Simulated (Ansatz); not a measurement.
# SrSc3Al, from a guessed structure to a relaxed one

This structure for SrSc3Al is made up. Its elements were placed in a known structure type with a cell scaled to their sizes. What cell does the guess relax to, and how far off was it?

Program: Ansatz 0.2.0. Level of theory: DFT, PBE, plane-wave PAW, files of the set soft_1, scalar-relativistic, no spin, cell and ions relaxed at zero pressure; PAW set soft_1, in the first sound run; inputs show where later runs differ. Results are calculated unless marked as measured.

### Step 1. Set-up

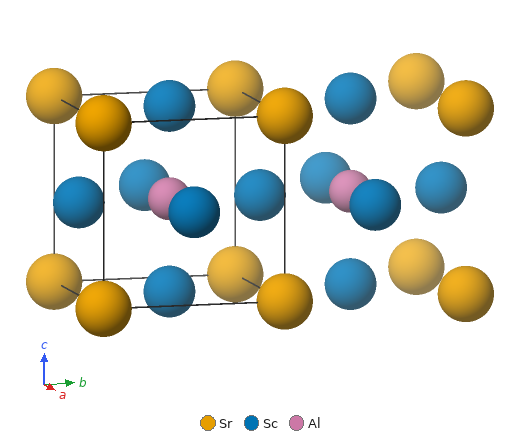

The cell as given, slightly off an axis (strontium orange, scandium blue, aluminium pink). 1×2×1 cells are drawn. Some periodic images of atoms are drawn too.

### Step 2. Relaxation of the guess

The guess takes its coordinates from another compound and its volume from a rule, so the cell and any free coordinates are relaxed together.

Contents of input.yaml:

```yaml
crystal:
  lattice:
    - [4.866, 0.0, 0.0]
    - [0.0, 4.866, 0.0]
    - [0.0, 0.0, 4.866]
  atoms:
    - { symbol: Sr, position: [0.0, 0.0, 0.0] }
    - { symbol: Sc, position: [0.5, 0.5, 0.0] }
    - { symbol: Sc, position: [0.5, 0.0, 0.5] }
    - { symbol: Sc, position: [0.0, 0.5, 0.5] }
    - { symbol: Al, position: [0.5, 0.5, 0.5] }
kpoints:
  mp_grid: { grid: [6, 6, 6] }
scf:
  occupations: { method: fermi_dirac, width: 0.05 }
hamiltonian:
  xc: pbe
  pseudopotentials: { kind: paw, azcp: { folder: soft_1 } }
relax:
  f_tol: 0.015
  max_steps: 70
  cell: {}
output:
  forces: true
  stress: true
```

Launch:

```sh
$ ansatz run input.yaml --threads 4 --pin off --max-ram 8192MiB --backend cpu --events-out ev --progress --plain --runs-dir out
```

Numbers of over 12 decimals in the logs are rounded to 6 here.

The log of the run:

```text
Engine: ansatz 0.2.0, aarch64-unknown-linux-gnu
Pseudopotentials: kind: paw
Pseudopotential: Sr, paw, valence charge 10, recommended cutoff 420 eV (normal), soft_1/Sr.paw.azcp
Pseudopotential: Sc, paw, valence charge 11, recommended cutoff 420 eV (normal), soft_1/Sc.paw.azcp
Pseudopotential: Al, paw, valence charge 3, recommended cutoff 420 eV (normal), soft_1/Al.paw.azcp
Functional definition: PBE
  parameter kappa = 0.804
  parameter beta = 0.066725
  exchange = pbe_x(kappa = kappa, mu = beta*pi^2/3)
  correlation = pbe_c(beta = beta)
Crystal: 5 atoms, lattice volume = 115.217 Å³
Basis set: ecut = 420 eV, 2301 PW (Γ), exchange–correlation on 72×72×72 points (8 copies of the dense FFT grid, shifted against one another)
Bands: 28, of which v1, the nominal top of the filled ones, is band 23 counted from 1 (22 counted from 0)
Symmetry: 48 space group operations
Space group: Pm-3m (ITA 221), of the structure as read, at distance tolerance 4.9e-5 Å
k-points: 20 of 216
Non-local potential: Sr, projectors of the file, l = 0: 3, l = 1: 2, l = 2: 2
Non-local potential: Sc, projectors of the file, l = 0: 3, l = 1: 2, l = 2: 3, l = 3: 1
Non-local potential: Al, projectors of the file, l = 0: 2, l = 1: 2, l = 2: 1
PAW form: soft (Blöchl's): semilocal exchange-correlation on the pseudo side does not see the compensation charge
PAW one-centre angular grid: Sr, 110 points (default); XC on 64 Gauss nodes
PAW one-centre angular grid: Sc, 590 points (default); XC on 64 Gauss nodes
PAW one-centre angular grid: Al, 110 points (default); XC on 64 Gauss nodes
Initial density: superposition of atomic densities (chi_scale 0.1, normalization cell, long waves kept (reshape's long-wave potential 0.00 eV rms))
Initial wavefunctions: pseudopotential atomic-orbital guess
Functional: x = pbe(κ = 0.804, μ = 0.219515), c = pbe(β = 0.066725)
SCF iter   1: F=—  HF=-10487.155090 eV  |F-HF|=—  |Δ(HF+E_count)|=         —  Δρ=3.86e-2  dr2=4.09e0  ethr=3.10e-3  ⟨swp⟩=6.7  Hψ=2852  notcnv=0
preconditioner: auto → Kerker (q_TF=auto, 2.341 Å⁻¹)  [metal: Δε(μ)=0.005 eV  Ē_g=3.012 eV  σ=0.050 eV  W_gap=0.03  n_scr=26 (ndim 8)  ℏωp=12.9 eV  f_vac=0.000  D(μ)=10.29/eV (n_scr^D=122)]
SCF iter   2: F=—  HF=-10486.302842 eV  |F-HF|=—  |Δ(HF+E_count)|=   8.52e-1  Δρ=2.08e-2  dr2=1.23e0  ethr=3.10e-3  ⟨swp⟩=2.2  Hψ=967  notcnv=0
SCF iter   3: F=—  HF=-10486.005472 eV  |F-HF|=—  |Δ(HF+E_count)|=   2.97e-1  Δρ=3.61e-3  dr2=3.01e-2  ethr=2.67e-3  ⟨swp⟩=2.4  Hψ=811  notcnv=0
SCF iter   4: F=—  HF=-10486.002070 eV  |F-HF|=—  |Δ(HF+E_count)|=   3.40e-3  Δρ=6.69e-4  dr2=6.24e-4  ethr=6.55e-5  ⟨swp⟩=2.3  Hψ=966  notcnv=0
SCF iter   5: F=—  HF=-10486.002240 eV  |F-HF|=—  |Δ(HF+E_count)|=   1.70e-4  Δρ=2.13e-4  dr2=8.19e-5  ethr=1.36e-6  ⟨swp⟩=2.0  Hψ=687  notcnv=0
SCF iter   6: F=—  HF=-10486.002236 eV  |F-HF|=—  |Δ(HF+E_count)|=   3.98e-6  Δρ=6.29e-5  dr2=7.05e-6  ethr=1.78e-7  ⟨swp⟩=2.2  Hψ=697  notcnv=0
SCF iter   7: F=—  HF=-10486.002234 eV  |F-HF|=—  |Δ(HF+E_count)|=   1.89e-6  Δρ=2.17e-5  dr2=6.99e-7  ethr=1.53e-8  ⟨swp⟩=2.1  Hψ=949  notcnv=0
SCF iter   8: F=-10486.002234 eV  HF=-10486.002234 eV  |F-HF|=4.39e-9  |Δ(HF+E_count)|=   4.44e-8  Δρ=5.30e-6  dr2=2.75e-8  ethr=2.17e-10  ⟨swp⟩=5.7  Hψ=2204  notcnv=0
SCF 1 converged in 8 iterations: F = -10486.002234 eV  dr2 = 2.75e-8
  greatest PAW one-centre occupation: 0.998 electrons in one spin orbital (limit 2), on the Sc atom at site 3 (counted from 0), in its partial waves of l = 0
relax step   1: F+E_penalty+E_count = -10486.00223410 eV  Δ(F+E_penalty+E_count) = +0.000e0 eV  max|allowed force component| = 3.650e-29 eV/Å  Δτ_max = 0.0000 Å  P = +18.051 GPa  Ω = 115.217 Å³  (8 SCF iters, dr2 threshold 1.00e-7 eV, accepted)
Crystal: 5 atoms, lattice volume = 132.902 Å³
Basis set: ecut = 420 eV, 2553 PW (Γ), exchange–correlation on 72×72×72 points (8 copies of the dense FFT grid, shifted against one another)
Initial density: handed on by an earlier stage of this run
Initial wavefunctions: those handed on with the density
iter 1 solved again at ethr=4.15e-4 eV; its pass at ethr=3.10e-3 eV (dr2=1.91e-1 eV) is discarded
SCF iter   1: F=—  HF=-10487.400567 eV  |F-HF|=—  |Δ(HF+E_count)|=         —  Δρ=6.42e-3  dr2=1.92e-1  ethr=4.15e-4  ⟨swp⟩=1.0  Hψ=3442  notcnv=0
preconditioner: auto → Kerker (q_TF=auto, 2.286 Å⁻¹)  [metal: Δε(μ)=0.007 eV  Ē_g=2.473 eV  σ=0.050 eV  W_gap=0.04  n_scr=26 (ndim 8)  ℏωp=12.1 eV  f_vac=0.000  D(μ)=9.01/eV (n_scr^D=92)]
SCF iter   2: F=—  HF=-10487.373191 eV  |F-HF|=—  |Δ(HF+E_count)|=   2.74e-2  Δρ=3.74e-3  dr2=6.89e-2  ethr=4.15e-4  ⟨swp⟩=2.6  Hψ=633  notcnv=0
SCF iter   3: F=—  HF=-10487.360292 eV  |F-HF|=—  |Δ(HF+E_count)|=   1.29e-2  Δρ=5.16e-4  dr2=6.01e-4  ethr=1.50e-4  ⟨swp⟩=3.0  Hψ=813  notcnv=0
SCF iter   4: F=—  HF=-10487.360294 eV  |F-HF|=—  |Δ(HF+E_count)|=   1.87e-6  Δρ=1.31e-4  dr2=4.49e-5  ethr=1.31e-6  ⟨swp⟩=2.6  Hψ=735  notcnv=0
SCF iter   5: F=—  HF=-10487.360148 eV  |F-HF|=—  |Δ(HF+E_count)|=   1.45e-4  Δρ=3.87e-5  dr2=3.78e-6  ethr=9.76e-8  ⟨swp⟩=2.0  Hψ=699  notcnv=0
SCF iter   6: F=-10487.360148 eV  HF=-10487.360148 eV  |F-HF|=1.55e-7  |Δ(HF+E_count)|=   1.90e-7  Δρ=1.07e-5  dr2=3.09e-7  ethr=1.09e-9  ⟨swp⟩=5.4  Hψ=2192  notcnv=0
SCF 2 converged in 6 iterations: F = -10487.360148 eV  dr2 = 3.09e-7
relax step   2: F+E_penalty+E_count = -10487.36014804 eV  Δ(F+E_penalty+E_count) = -1.358e0 eV  max|allowed force component| = 1.083e-29 eV/Å  Δτ_max = 0.0000 Å  P = +7.512 GPa  Ω = 132.902 Å³  energy of the carried Pulay correction = -1.058e-3 eV  (6 SCF iters, dr2 threshold 5.00e-7 eV, accepted)
Crystal: 5 atoms, lattice volume = 149.165 Å³
Basis set: ecut = 420 eV, 2945 PW (Γ), exchange–correlation on 72×72×72 points (8 copies of the dense FFT grid, shifted against one another)
iter 1 solved again at ethr=2.20e-4 eV; its pass at ethr=3.10e-3 eV (dr2=1.01e-1 eV) is discarded
SCF iter   1: F=—  HF=-10487.818132 eV  |F-HF|=—  |Δ(HF+E_count)|=         —  Δρ=4.27e-3  dr2=1.01e-1  ethr=2.20e-4  ⟨swp⟩=1.1  Hψ=3416  notcnv=0
preconditioner: auto → Kerker (q_TF=auto, 2.243 Å⁻¹)  [metal: Δε(μ)=0.047 eV  Ē_g=2.342 eV  σ=0.050 eV  W_gap=0.23  n_scr=26 (ndim 8)  ℏωp=11.4 eV  f_vac=0.000  D(μ)=9.91/eV (n_scr^D=92)]
SCF iter   2: F=—  HF=-10487.803181 eV  |F-HF|=—  |Δ(HF+E_count)|=   1.50e-2  Δρ=2.59e-3  dr2=3.84e-2  ethr=2.20e-4  ⟨swp⟩=1.1  Hψ=565  notcnv=0
SCF iter   3: F=—  HF=-10487.796245 eV  |F-HF|=—  |Δ(HF+E_count)|=   6.94e-3  Δρ=3.68e-4  dr2=2.47e-4  ethr=8.35e-5  ⟨swp⟩=2.4  Hψ=749  notcnv=0
SCF iter   4: F=—  HF=-10487.796262 eV  |F-HF|=—  |Δ(HF+E_count)|=   1.74e-5  Δρ=9.68e-5  dr2=2.94e-5  ethr=5.37e-7  ⟨swp⟩=2.6  Hψ=735  notcnv=0
SCF iter   5: F=—  HF=-10487.796263 eV  |F-HF|=—  |Δ(HF+E_count)|=   8.01e-7  Δρ=3.34e-5  dr2=3.13e-6  ethr=6.39e-8  ⟨swp⟩=2.0  Hψ=725  notcnv=0
SCF iter   6: F=-10487.796262 eV  HF=-10487.796262 eV  |F-HF|=2.34e-7  |Δ(HF+E_count)|=   1.89e-7  Δρ=1.11e-5  dr2=4.54e-7  ethr=1.09e-9  ⟨swp⟩=5.5  Hψ=2167  notcnv=0
SCF 3 converged in 6 iterations: F = -10487.796262 eV  dr2 = 4.54e-7
  greatest PAW one-centre occupation: 0.998 electrons in one spin orbital (limit 2), on the Sc atom at site 2 (counted from 0), in its partial waves of l = 0
relax step   3: F+E_penalty+E_count = -10487.79626225 eV  Δ(F+E_penalty+E_count) = -4.361e-1 eV  max|allowed force component| = 4.746e-30 eV/Å  Δτ_max = 0.0000 Å  P = +1.543 GPa  Ω = 149.165 Å³  energy of the carried Pulay correction = -1.907e-3 eV  (6 SCF iters, dr2 threshold 5.00e-7 eV, accepted)
[...]
relax step   4: F+E_penalty+E_count = -10487.82232005 eV  Δ(F+E_penalty+E_count) = -2.606e-2 eV  max|allowed force component| = 7.244e-30 eV/Å  Δτ_max = 0.0000 Å  P = +0.216 GPa  Ω = 154.034 Å³  energy of the carried Pulay correction = -2.141e-3 eV  (6 SCF iters, dr2 threshold 5.00e-7 eV, accepted)
[...]
relax step   5: F+E_penalty+E_count = -10487.82285678 eV  Δ(F+E_penalty+E_count) = -5.367e-4 eV  max|allowed force component| = 6.505e-29 eV/Å  Δτ_max = 0.0000 Å  P = +0.009 GPa  Ω = 154.857 Å³  energy of the carried Pulay correction = -2.180e-3 eV  (6 SCF iters, dr2 threshold 1.17e-7 eV, accepted)
[...]
relax step   6: F+E_penalty+E_count = -10487.83183767 eV  Δ(F+E_penalty+E_count) = -8.981e-3 eV  max|allowed force component| = 6.537e-29 eV/Å  Δτ_max = 0.0000 Å  P = +0.101 GPa  Ω = 154.857 Å³  stress off target by 1.01e-1 GPa  SCF on the basis re-selected at this cell (its energy is not comparable with the rows above)  (6 SCF iters)
[...]
relax step   7: F+E_penalty+E_count = -10487.83194961 eV  Δ(F+E_penalty+E_count) = -1.119e-4 eV  max|allowed force component| = 1.480e-29 eV/Å  Δτ_max = 0.0000 Å  P = +0.004 GPa  Ω = 155.259 Å³  energy of the carried Pulay correction = -1.846e-5 eV  (6 SCF iters, dr2 threshold 2.53e-8 eV, accepted)
iter 1 solved again at ethr=4.47e-6 eV; its pass at ethr=3.10e-3 eV (dr2=2.05e-3 eV) is discarded
SCF iter   1: F=—  HF=-10487.831838 eV  |F-HF|=—  |Δ(HF+E_count)|=         —  Δρ=4.74e-6  dr2=5.54e-8  ethr=4.47e-6  ⟨swp⟩=3.3  Hψ=4182  notcnv=0
eigensolver tolerance schedule: the retry pair's looser diagonalisation over-reported the residual by 37073.64 of it (diagonalisation noise at an unbounded share of the residual, at the tolerance the schedule requests for it); recorded, not acted on — ethr = c·dr2/N_el stays at c = 1.0e-1
preconditioner: auto → Kerker (q_TF=auto, 2.228 Å⁻¹)  [metal: Δε(μ)=0.049 eV  Ē_g=2.325 eV  σ=0.050 eV  W_gap=0.24  n_scr=26 (ndim 8)  ℏωp=11.2 eV  f_vac=0.000  D(μ)=10.98/eV (n_scr^D=122)]
SCF iter   2: F=—  HF=-10487.831966 eV  |F-HF|=—  |Δ(HF+E_count)|=   1.28e-4  Δρ=2.74e-6  dr2=1.76e-8  ethr=1.20e-10  ⟨swp⟩=4.5  Hψ=1670  notcnv=0
SCF iter   3: F=—  HF=-10487.831966 eV  |F-HF|=—  |Δ(HF+E_count)|=   2.06e-9  Δρ=1.67e-6  dr2=6.87e-9  ethr=3.83e-11  ⟨swp⟩=1.2  Hψ=565  notcnv=0
SCF iter   4: F=—  HF=-10487.831966 eV  |F-HF|=—  |Δ(HF+E_count)|=  9.31e-10  Δρ=8.18e-7  dr2=1.83e-9  ethr=1.49e-11  ⟨swp⟩=1.9  Hψ=603  notcnv=0
SCF iter   5: F=—  HF=-10487.831966 eV  |F-HF|=—  |Δ(HF+E_count)|=  2.60e-10  Δρ=4.13e-7  dr2=4.99e-10  ethr=3.97e-12  ⟨swp⟩=1.8  Hψ=605  notcnv=0
SCF iter   6: F=—  HF=-10487.831966 eV  |F-HF|=—  |Δ(HF+E_count)|=  6.73e-11  Δρ=2.51e-7  dr2=1.70e-10  ethr=1.09e-12  ⟨swp⟩=1.8  Hψ=592  notcnv=0
SCF iter   7: F=-10487.831966 eV  HF=-10487.831966 eV  |F-HF|=3.64e-12  |Δ(HF+E_count)|=  3.27e-11  Δρ=1.63e-8  dr2=4.01e-13  ethr=1.00e-12  ⟨swp⟩=4.0  Hψ=2325  notcnv=0
SCF 8 converged in 7 iterations: F = -10487.831966 eV  dr2 = 4.01e-13
relax step   8: F+E_penalty+E_count = -10487.83196582 eV  Δ(F+E_penalty+E_count) = -1.621e-5 eV  max|allowed force component| = 3.589e-30 eV/Å  Δτ_max = 0.0000 Å  P = +0.003 GPa  Ω = 155.259 Å³  stress off target by 3.48e-3 GPa  SCF on the basis re-selected at this cell (its energy is not comparable with the rows above)  (7 SCF iters)
basis re-selected at this cell: Δ(F+E_penalty+E_count) = -1.621e-5 eV, ΔP = -0.000 GPa vs the last step (what re-selecting the basis moved, of the pressure what is left beyond the Pulay correction that the steps carried, after the strain that the cell walked since its last selection, with what the two solves' SCF thresholds leave and, on support functions, any second-order correction that the steps lacked; it is no m [...]
SCF converged after 7 iterations
Free energy (F): -10487.831966 eV
Harris-Foulkes:  -10487.831966 eV  (|F-HF|=3.64e-12)
Internal energy: -10487.741484 eV  (E = F + TS)
E sigma→0 (E₀):  -10487.786725 eV
Entropy (-TS):   -0.090482 eV (-18.096 meV/atom)
Fermi energy:    6.581170 eV
--- Per-component energies (eV) ---
  E_band       = -714.495444
  E_kinetic    = 866.328530
  E_local      = -3736.774514  (includes V_loc(G=0)·N_el)
  E_nonlocal   = 676.131314
  E_hartree    = 1269.849746
  E_xc         = -464.452990
  E_vxc        = -493.039161  (∫ρ·V_xc dr)
  E_paw        = -6133.404049  (= ΣΔE_a)
  E_vpaw       = -566.841248  (= ΣTr[D̂ρ^β])
  E_aug_tail   = 0.000118  (compensation charges beyond the density's cutoff)
  E_ewald      = -2965.419640
  E_smearing   = -0.090482  (= −TS)
  E_closure    = 0.000000  (closes the sum)
  Σ components = -10487.831966   (vs F -10487.831966, Δ=0.00e0)
--- Forces (eV/Å), atoms counted from 1 ---
  atom   1  Sr     0.00000000    -0.00000000     0.00000000
  atom   2  Sc    -0.00000000     0.00000000    -0.00000000
  atom   3  Sc     0.00000000     0.00000000    -0.00000000
  atom   4  Sc    -0.00000000     0.00000000     0.00000000
  atom   5  Al    -0.00000000     0.00000000    -0.00000000
  max |Σ_I F_I| component: 5.26e-30 eV/Å
--- Stress (GPa, compression-positive) ---
        0.003479      -0.000000       0.000000
       -0.000000       0.003479       0.000000
        0.000000       0.000000       0.003479
  P = ⅓ Tr σ = 0.0035 GPa (0.035 kbar)
--- Relaxed structure (6 steps of the walk, 6 accepted, 2 SCFs on fresh bases) ---
  F+E_penalty+E_count = -10487.83196582 eV   max|allowed force component| = 3.589e-30 eV/Å   (the final SCF, on the basis selected at the relaxed cell)
  cell:  # Å, volume = 155.2592 Å³
    - [5.374678, 0, 0]
    - [0, 5.374678, 0]
    - [0, 0, 5.374678]
  atoms:
    - { symbol: Sr, position: [0, 0, 0] }
    - { symbol: Sc, position: [0.5, 0.5, 0] }
    - { symbol: Sc, position: [0.5, 0, 0.5] }
    - { symbol: Sc, position: [0, 0.5, 0.5] }
    - { symbol: Al, position: [0.5, 0.5, 0.5] }
```

The job ended after 10 s (4 threads of Arm Neoverse V1, shared host; peak memory 0.49 GiB).

Step by step:

| step | energy less that of the first step (eV) | largest force component (eV/Å) | pressure (GPa) | volume (Å³) |
| --- | --- | --- | --- | --- |
| 1 | 0.0000 | 0.0000 | 18.05 | 115.22 |
| 2 | -1.3579 | 0.0000 | 7.51 | 132.90 |
| 3 | -1.7940 | 0.0000 | 1.54 | 149.16 |
| 4 | -1.8201 | 0.0000 | 0.22 | 154.03 |
| 5 | -1.8206 | 0.0000 | 0.01 | 154.86 |
| 6* | -1.8296 | 0.0000 | 0.10 | 154.86 |
| 7 | -1.8297 | 0.0000 | 0.00 | 155.26 |
| 8* | -1.8297 | 0.0000 | 0.00 | 155.26 |

Relaxation steps marked * repeat the geometry before them on a plane-wave basis chosen anew for their cell, so energy and pressure can jump there.

The run keeps the 48 symmetry operations that it works with, so distortions that break them were not tested.

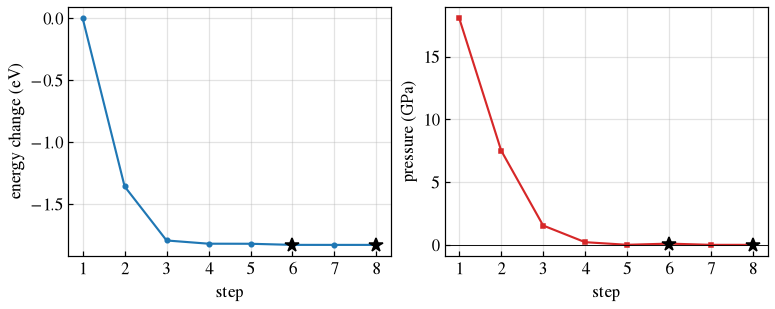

Energy and pressure along the relaxation. Stars mark steps on a basis chosen anew.

| conventional cell, symmetrised | before | after | change |
| --- | --- | --- | --- |
| a (Å) | 4.866 | 5.375 | +10.5 % |
| b (Å) | 4.866 | 5.375 | +10.5 % |
| c (Å) | 4.866 | 5.375 | +10.5 % |
| volume (Å³/atom) | 23.04 | 31.05 | +34.8 % |

Numbers from this step:

```yaml
free_energy: -10487.8320 eV
energy_at_zero_smearing: -10487.7867 eV
smearing_term_ts: 0.09048 eV
fermi_energy: 6.581 eV
electrons: 46
symmetry_operations: 48
pressure: 0.003479 GPa
```

Shortest distances by pair of elements, guess and relaxed (not always the same contact):

| pair | guess (Å) | relaxed (Å) |
| --- | --- | --- |
| Al–Sc | 2.433 | 2.687 |
| Sc–Sr | 3.441 | 3.800 |
| Sc–Sc | 3.441 | 3.800 |
| Al–Sr | 4.214 | 4.655 |
| Sr–Sr | 4.866 | 5.375 |

The relaxation ends with a pressure of 0.00 GPa.

[end of part 1 of 2]

[Logs are printed without paths, hosts, clocks, repeated set-up lines and the standing remarks that a program may print on its own settings, such as how far it seeks lower states.]

[Hosts, paths, dates, database ids (printed as entryN), source tags and the programs' standing remarks are cut or masked in the printed files.]
